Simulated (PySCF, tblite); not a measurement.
# C3H12OSi3: a rotation path, then NMR shifts on frames, part 2 of 2

tblite 0.8.0 and PySCF 2.14.0. Atoms count from 0.

### 5 NMR shieldings: image 4, PBE0/pcSseg-1

What the job is given:

```
{"job": {"kind": "nmr", "xc": "PBE0", "basis": "pcSseg-1", "pop": false}, "charge": 0, "multiplicity": 1}
C      1.881400    -1.925500    -0.614900
C      1.579600    -0.830400     0.060600
C      1.417200     0.516500    -0.542400
Si    -0.453700     0.980600    -0.685700
Si    -1.020300     2.733200     0.706500
O     -1.352200    -0.310400    -0.261600
Si    -1.689300    -1.715400     0.470900
H      1.951600    -2.888800    -0.139600
H      2.075900    -1.901100    -1.674900
H      1.381400    -0.892400     1.123500
H      1.931500     1.258200     0.071700
H      1.879500     0.536300    -1.529600
H     -0.791500     1.100400    -2.112700
H     -0.023500     3.809600     0.617100
H     -1.094000     2.391000     2.134300
H     -2.302900     3.362400     0.372500
H     -3.125000    -1.883300     0.270100
H     -1.352500    -1.561800     1.887200
H     -0.903200    -2.769800    -0.160500
```

With the program's defaults for keys left out, this is: GIAO PBE0/pcSseg-1 NMR shielding, non-relativistic, gas phase.

The program printed:

```text
coarse grid: 16656 points
cycle   1  E = -1064.4440292574  dE =  5.072e-01  |g| = 8.220e-01  |ddm| = 3.874e+00
cycle   2  E = -1064.2277357162  dE =  2.163e-01  |g| = 1.335e+00  |ddm| = 1.927e+00
cycle   3  E = -1064.5690550326  dE = -3.413e-01  |g| = 1.274e-01  |ddm| = 1.440e+00
cycle   4  E = -1064.5721331430  dE = -3.078e-03  |g| = 4.905e-02  |ddm| = 1.579e-01
cycle   5  E = -1064.5727531080  dE = -6.200e-04  |g| = 6.883e-03  |ddm| = 4.942e-02
cycle   6  E = -1064.5727647435  dE = -1.164e-05  |g| = 1.519e-03  |ddm| = 1.008e-02
cycle   7  E = -1064.5727652083  dE = -4.648e-07  |g| = 5.652e-04  |ddm| = 1.768e-03
final grid: 145080 points
cycle   8  E = -1064.6223727586  dE = -2.071e-05  |g| = 9.288e-03  |ddm| = 2.315e-02
cycle   9  E = -1064.6223540618  dE =  1.870e-05  |g| = 1.354e-02  |ddm| = 1.778e-02
cycle  10  E = -1064.6223904410  dE = -3.638e-05  |g| = 1.362e-03  |ddm| = 1.108e-02
cycle  11  E = -1064.6223908452  dE = -4.042e-07  |g| = 1.870e-04  |ddm| = 1.290e-03
cycle  12  E = -1064.6223908528  dE = -7.607e-09  |g| = 6.496e-05  |ddm| = 2.324e-04
cycle  13  E = -1064.6223908537  dE = -8.527e-10  |g| = 3.260e-05  |ddm| = 8.677e-05
cycle  14  E = -1064.6223908540  dE = -2.574e-10  |g| = 5.260e-06  |ddm| = 3.026e-05
converged SCF energy = -1064.6223908540

GIAO shielding tensors (ppm)
atom      isotropic    diamagn.    paramagn.     s11        s22        s33       span
  0 C       60.776     254.724    -193.948    -53.931     79.627    156.631    210.562
  1 C       45.610     259.413    -213.804    -76.576     48.111    165.295    241.870
  2 C      158.934     256.236     -97.301    131.119    161.425    184.259     53.140
  3 Si     358.102     880.578    -522.476    310.561    351.442    412.304    101.743
  4 Si     471.898     880.746    -408.848    462.374    467.054    486.267     23.893
  5 O      327.616     401.516     -73.900    228.819    360.524    393.504    164.684
  6 Si     394.360     880.570    -486.209    357.415    367.324    458.342    100.927
  7 H       26.295      30.840      -4.546     22.686     25.881     30.318      7.632
  8 H       26.067      32.025      -5.957     22.263     25.713     30.226      7.963
  9 H       25.494      34.771      -9.277     22.995     25.426     28.061      5.066
 10 H       29.775      32.557      -2.782     26.177     28.497     34.651      8.474
 11 H       29.419      32.819      -3.400     26.164     28.159     33.933      7.769
 12 H       26.031      29.969      -3.938     23.184     24.055     30.855      7.671
 13 H       28.599      29.281      -0.682     25.164     26.633     33.999      8.835
 14 H       28.144      29.996      -1.852     24.981     26.582     32.869      7.888
 15 H       28.284      28.789      -0.505     24.987     25.790     34.076      9.089
 16 H       26.720      29.172      -2.452     22.878     24.935     32.348      9.471
 17 H       26.780      31.243      -4.463     23.677     25.182     31.481      7.804
 18 H       26.308      31.210      -4.902     21.694     26.926     30.305      8.611
```

Wall time 29 s (1 thread of Arm Neoverse V1, shared host); peak memory 0.95 GiB.

Key values: δ C1 141.3, C0 126.1, C2 28.0, Si3 -8.9, H9 6.22, H12 5.69 ppm.

### 6 NMR shieldings: image 6, PBE0/pcSseg-1

What the job is given:

```
{"job": {"kind": "nmr", "xc": "PBE0", "basis": "pcSseg-1", "pop": false}, "charge": 0, "multiplicity": 1}
C      2.085900    -1.822400    -1.086700
C      1.583200    -1.047000    -0.142300
C      1.419000     0.425400    -0.237400
Si    -0.420900     0.882800    -0.590400
Si    -1.060200     2.807600     0.512500
O     -1.377600    -0.323700    -0.055800
Si    -1.808400    -1.633300     0.793200
H      2.144400    -2.891500    -0.974400
H      2.471000    -1.417700    -2.008400
H      1.205900    -1.488000     0.772000
H      1.736200     0.886500     0.700300
H      2.052400     0.826500    -1.028900
H     -0.641700     0.803400    -2.042700
H     -0.040000     3.855800     0.380100
H     -1.266700     2.648100     1.959400
H     -2.298800     3.397100    -0.007200
H     -3.223900    -1.814600     0.489800
H     -1.574300    -1.319500     2.204300
H     -0.995400    -2.766200     0.355100
```

Level: GIAO PBE0/pcSseg-1 NMR shielding, non-relativistic, gas phase.

The program printed:

```text
coarse grid: 16656 points
cycle   1  E = -1064.4446854203  dE =  5.037e-01  |g| = 8.227e-01  |ddm| = 3.878e+00
cycle   2  E = -1064.2317307870  dE =  2.130e-01  |g| = 1.330e+00  |ddm| = 1.932e+00
cycle   3  E = -1064.5701516251  dE = -3.384e-01  |g| = 1.281e-01  |ddm| = 1.438e+00
cycle   4  E = -1064.5732764526  dE = -3.125e-03  |g| = 4.855e-02  |ddm| = 1.610e-01
cycle   5  E = -1064.5738854558  dE = -6.090e-04  |g| = 6.668e-03  |ddm| = 4.919e-02
cycle   6  E = -1064.5738958708  dE = -1.041e-05  |g| = 1.867e-03  |ddm| = 9.402e-03
cycle   7  E = -1064.5738964925  dE = -6.217e-07  |g| = 9.038e-04  |ddm| = 2.020e-03
final grid: 145080 points
cycle   8  E = -1064.6238176496  dE = -2.051e-05  |g| = 9.418e-03  |ddm| = 2.341e-02
cycle   9  E = -1064.6237977306  dE =  1.992e-05  |g| = 1.372e-02  |ddm| = 1.865e-02
cycle  10  E = -1064.6238363322  dE = -3.860e-05  |g| = 1.426e-03  |ddm| = 1.155e-02
cycle  11  E = -1064.6238367804  dE = -4.481e-07  |g| = 1.919e-04  |ddm| = 1.337e-03
cycle  12  E = -1064.6238367883  dE = -7.906e-09  |g| = 7.445e-05  |ddm| = 2.393e-04
cycle  13  E = -1064.6238367894  dE = -1.147e-09  |g| = 3.338e-05  |ddm| = 9.554e-05
cycle  14  E = -1064.6238367897  dE = -2.619e-10  |g| = 5.411e-06  |ddm| = 3.058e-05
converged SCF energy = -1064.6238367897

GIAO shielding tensors (ppm)
atom      isotropic    diamagn.    paramagn.     s11        s22        s33       span
  0 C       65.506     253.606    -188.100    -45.784     84.322    157.980    203.765
  1 C       43.874     259.010    -215.136    -80.401     49.061    162.962    243.363
  2 C      157.447     256.592     -99.145    131.457    158.997    181.887     50.430
  3 Si     354.255     880.849    -526.595    311.019    353.094    398.651     87.632
  4 Si     472.903     880.752    -407.850    461.877    469.528    487.303     25.426
  5 O      329.693     401.716     -72.024    236.018    362.387    390.673    154.655
  6 Si     392.820     880.662    -487.842    349.796    365.742    462.922    113.126
  7 H       26.336      30.093      -3.757     23.063     25.459     30.485      7.422
  8 H       26.261      31.550      -5.288     22.729     25.594     30.461      7.732
  9 H       25.478      34.802      -9.325     23.208     24.795     28.431      5.223
 10 H       29.596      33.328      -3.732     25.977     28.747     34.064      8.087
 11 H       29.889      32.927      -3.039     26.309     28.985     34.372      8.062
 12 H       26.168      30.456      -4.288     23.213     24.359     30.931      7.718
 13 H       28.589      29.309      -0.719     25.148     26.655     33.965      8.817
 14 H       28.188      29.882      -1.694     24.991     26.574     32.999      8.009
 15 H       28.305      28.851      -0.546     25.075     25.759     34.081      9.006
 16 H       26.645      29.083      -2.438     22.860     24.833     32.242      9.382
 17 H       26.630      30.862      -4.232     23.244     25.148     31.498      8.254
 18 H       26.449      31.002      -4.553     22.250     26.420     30.677      8.427
```

Run time: 29 s. Hardware: 1 thread of Arm Neoverse V1, shared host; peak memory 0.94 GiB.

This run: δ C1 143.1, C0 121.4, C2 29.5, Si3 -5.1, H9 6.24, H12 5.55 ppm.

### 7 Shielding tensors: image 8, PBE0/pcSseg-1

What the job is given:

```
{"job": {"kind": "nmr", "xc": "PBE0", "basis": "pcSseg-1", "pop": false}, "charge": 0, "multiplicity": 1}
C      2.407900    -1.520200    -1.444200
C      1.683900    -1.166500    -0.396700
C      1.380800     0.235200    -0.010500
Si    -0.422300     0.706000    -0.480800
Si    -1.016500     2.785300     0.319500
O     -1.437600    -0.376700     0.191200
Si    -2.075100    -1.536600     1.120800
H      2.578200    -2.551200    -1.702500
H      2.869600    -0.786000    -2.084400
H      1.228200    -1.924000     0.228100
H      1.513300     0.355000     1.066700
H      2.070400     0.918400    -0.507500
H     -0.581700     0.447900    -1.919700
H      0.047300     3.772600     0.096000
H     -1.299400     2.822300     1.760700
H     -2.212400     3.329000    -0.332700
H     -3.489200    -1.566700     0.759800
H     -1.861400    -1.141100     2.513500
H     -1.393800    -2.793700     0.815100
```

Level: GIAO PBE0/pcSseg-1 NMR shielding, non-relativistic, gas phase.

The program printed:

```text
coarse grid: 16656 points
cycle   1  E = -1064.4483371277  dE =  4.969e-01  |g| = 8.211e-01  |ddm| = 3.875e+00
cycle   2  E = -1064.2416552526  dE =  2.067e-01  |g| = 1.318e+00  |ddm| = 1.884e+00
cycle   3  E = -1064.5731969198  dE = -3.315e-01  |g| = 1.286e-01  |ddm| = 1.396e+00
cycle   4  E = -1064.5763714105  dE = -3.174e-03  |g| = 4.752e-02  |ddm| = 1.599e-01
cycle   5  E = -1064.5769553199  dE = -5.839e-04  |g| = 6.662e-03  |ddm| = 4.798e-02
cycle   6  E = -1064.5769649367  dE = -9.617e-06  |g| = 2.333e-03  |ddm| = 8.822e-03
final grid: 145080 points
cycle   7  E = -1064.6266883210  dE = -1.962e-05  |g| = 9.489e-03  |ddm| = 2.107e-02
cycle   8  E = -1064.6266681384  dE =  2.018e-05  |g| = 1.393e-02  |ddm| = 1.764e-02
cycle   9  E = -1064.6267064120  dE = -3.827e-05  |g| = 1.319e-03  |ddm| = 1.108e-02
cycle  10  E = -1064.6267068010  dE = -3.890e-07  |g| = 1.868e-04  |ddm| = 1.403e-03
cycle  11  E = -1064.6267068087  dE = -7.683e-09  |g| = 6.848e-05  |ddm| = 2.466e-04
cycle  12  E = -1064.6267068097  dE = -9.713e-10  |g| = 3.078e-05  |ddm| = 7.665e-05
converged SCF energy = -1064.6267068097

GIAO shielding tensors (ppm)
atom      isotropic    diamagn.    paramagn.     s11        s22        s33       span
  0 C       66.546     253.006    -186.460    -44.040     86.807    156.871    200.911
  1 C       43.421     257.572    -214.151    -81.848     48.420    163.690    245.539
  2 C      154.440     256.601    -102.161    135.380    154.305    173.634     38.254
  3 Si     348.375     881.056    -532.681    310.249    346.612    388.265     78.016
  4 Si     473.141     880.918    -407.777    461.573    470.825    487.026     25.453
  5 O      329.477     401.002     -71.525    235.953    363.303    389.174    153.221
  6 Si     392.562     880.736    -488.175    351.427    362.308    463.950    112.522
  7 H       26.382      29.314      -2.933     23.273     25.399     30.474      7.201
  8 H       26.352      31.372      -5.020     22.827     25.635     30.593      7.766
  9 H       25.296      33.773      -8.477     23.367     23.664     28.856      5.489
 10 H       29.640      33.880      -4.240     26.635     28.814     33.471      6.836
 11 H       30.206      33.562      -3.356     26.035     30.075     34.506      8.471
 12 H       26.260      30.900      -4.640     23.642     24.674     30.463      6.822
 13 H       28.576      29.508      -0.932     25.040     26.706     33.982      8.942
 14 H       28.257      29.831      -1.573     25.058     26.587     33.128      8.069
 15 H       28.317      29.012      -0.695     25.171     25.807     33.973      8.802
 16 H       26.597      28.954      -2.357     22.889     24.844     32.060      9.171
 17 H       26.566      30.423      -3.857     23.068     25.187     31.442      8.373
 18 H       26.554      30.518      -3.964     22.713     25.690     31.260      8.547
```

Run time: 27 s. Hardware: 1 thread of Arm Neoverse V1, shared host; peak memory 1.1 GiB.

In short: δ C1 143.5, C0 120.4, C2 32.5, Si3 0.8, H9 6.42, H12 5.46 ppm.

### 8 Side by side: NMR shifts

Shifts (ppm) of some atoms, chosen among heavy atoms and hydrogens apart, with basis size and wall time:

```csv
frame,C1,C0,C2,H11,H10,Si3,Si4,functions,time
image 0,143.0,122.2,32.7,2.33,1.64,-11.9,-125.6,200,28 s
image 2,141.8,125.2,31.2,2.52,1.71,-12.3,-124.3,200,28 s
image 4,141.3,126.1,28.0,2.30,1.94,-8.9,-122.7,200,29 s
image 6,143.1,121.4,29.5,1.83,2.12,-5.1,-123.7,200,29 s
image 8,143.5,120.4,32.5,1.51,2.08,0.8,-124.0,200,27 s
```

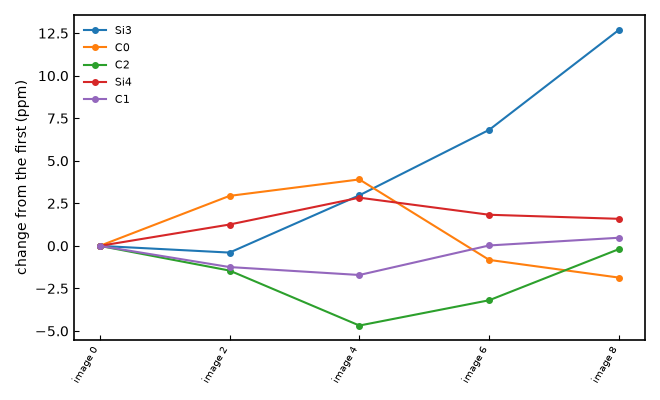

How five of the tabulated atoms move from run to run.

### 9 What came out

What follows sums up all 2 parts.

| quantity | value |
| --- | --- |
| barrier | 0.080 eV (1.9 kcal/mol) at image 4 |
| end to end (GFN2-xTB) | 0.040 eV |
| 13C shifts against TMS (PBE0/pcSseg-1, image 0) | 143.0, 122.2, 32.7 ppm |
| 1H shifts against TMS (PBE0/pcSseg-1, image 0) | 6.22, 5.70, 5.51, 5.40, 5.15, 5.08, 5.05, 3.56, 3.39, 3.19, 2.33, 1.64 ppm |
| 29Si shifts against TMS (PBE0/pcSseg-1, image 0) | -11.9, -43.9, -125.6 ppm |
| 17O shifts against H2O (PBE0/pcSseg-1, image 0) | 8.2 ppm |
| range of the shift of Si3 | -12.3 to 0.8 ppm |

**Reading.** Along the band the dihedral turns by 120°, and the top (dihedral -6°) lies 1.9 kcal/mol above the start (GFN2-xTB, rough), so at room temperature this motion is fast. Ends this close can change order at a higher level. The top was not checked by a frequency run. Shifts at one fixed geometry are not the observed spectrum, which averages over the motion. In the first frame run (image 0): Shielding is most anisotropic at C1 (span 238 ppm, paramagnetic term -217 ppm). In ppm, Si3 moves most: its shift spreads over 13.1 ppm, from -12.3 (image 2) to 0.8 (image 8).
